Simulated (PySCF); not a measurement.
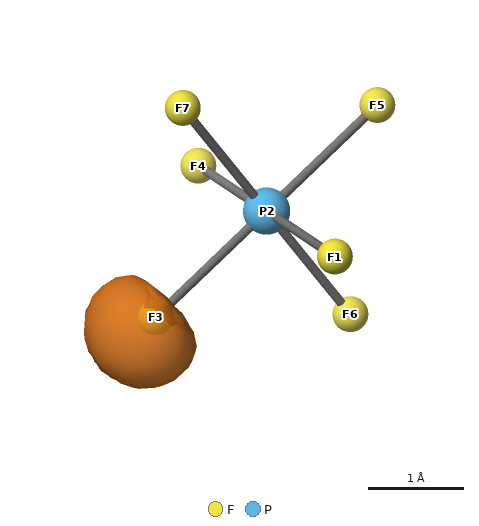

*F6P, charge −1, SMILES `F[P-](F)(F)(F)(F)F`. Pipek–Mezey orbitals, occupied; each surface holds about 70 % of the orbital's density. Energies are diagonal elements of the Fock matrix.*

Level of theory: B3LYP/cc-pVDZ (PySCF), at a geometry from GFN2-xTB. No frequency check shows the geometry to be a minimum. GFN2-xTB bond lengths at metals and heavier atoms can be off by up to 0.1 Å and shapes distorted, which carries into these values. The basis has no diffuse functions, which an anion needs.

Coordinates in Å:

```
F1       1.1114    0.0748    1.1885
P2       0.0000   -0.0000    0.0000
F3      -0.9376   -0.9476    0.9359
F4      -1.1113   -0.0748   -1.1885
F5       0.9374    0.9478   -0.9361
F6       0.7347   -1.3227   -0.6034
F7      -0.7346    1.3226    0.6035
```

### What does this orbital represent?

Lone pair on F3 (sp0.4-type) (F3 99 %; −18.1 eV).

Cost of the run: 11 s on 1 thread of Intel(R) Xeon(R) Platinum 8259CL CPU @ 2.50GHz (Skylake/Cascade Lake), on a shared host, peak memory 0.44 GiB.
